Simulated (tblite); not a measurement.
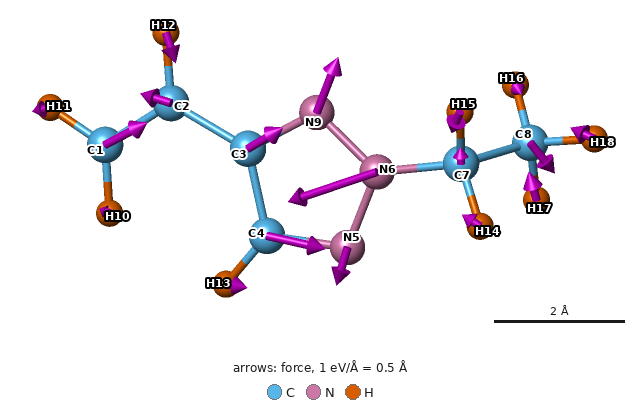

Starting geometry of C6H9N3 with the computed forces as purple arrows. Style: ball-and-stick. Shown at a tilt.

All numbers below come from tblite 0.8.0, GFN2-xTB geometry optimisation, gas phase. 

Q: What follows when this structure is relaxed?

A: It isn't relaxed: the largest force vector, on N6, is 3.16 eV/Å. The final displacements follow the starting forces only in part (cosine between the two patterns 0.34). After 57 geometry steps the energy has fallen by 50.5 kJ/mol. The atom that moves furthest after the best rigid fit is H12 (0.22 Å). By element the largest moves are H 0.22 Å, C 0.12 Å, N 0.10 Å. Among the contacts that change: C4–N5 1.357 → 1.322 Å, C7–H15 1.124 → 1.092 Å, C2–H12 1.111 → 1.081 Å, C3–C4 1.386 → 1.409 Å. Bond angles that change, for instance: C7–N6–N9 130.1° → 122.6°, N5–N6–N9 107.9° → 115.0°, H10–C1–H11 122.7° → 116.4°.
